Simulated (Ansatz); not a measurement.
## GaSe, response to strain

The parent structure is GaSe in the beta-GaS type structure (space group P6_3/mmc, No. 194; a = 3.769 Å, c = 15.964 Å; layered, stacked along the Cartesian z axis). Axes: x lies along a and z along c of the hexagonal cell.

Strains are applied to the cell and any free atomic positions relax; under biaxial strain the out-of-plane vector relaxes too.

Method: PBE-D3(BJ) (Ansatz, a quantum-chemistry and plane-wave program), no spin-orbit coupling, earlier PAW set.

Notes on the quantities. in-plane stress: mean in-plane stress (compression positive).

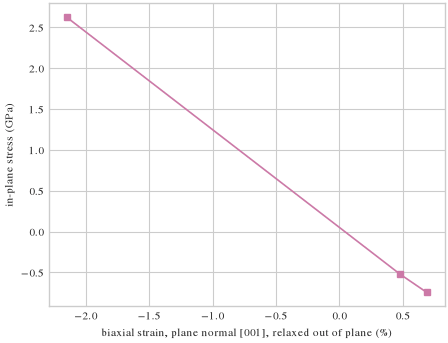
Figure. in-plane stress against biaxial strain, plane normal [001], relaxed out of plane

**Question.** From the plot, what is the in-plane stress for biaxial strain +0.48 %, plane normal [001], relaxed out of plane?

**Answer.** About -0.5 GPa.

**Question.** Is the trend monotonic over the range shown?

**Answer.** Yes, it falls throughout, spanning -0.7 GPa to +2.6 GPa.

Stability against distortions was not tested.
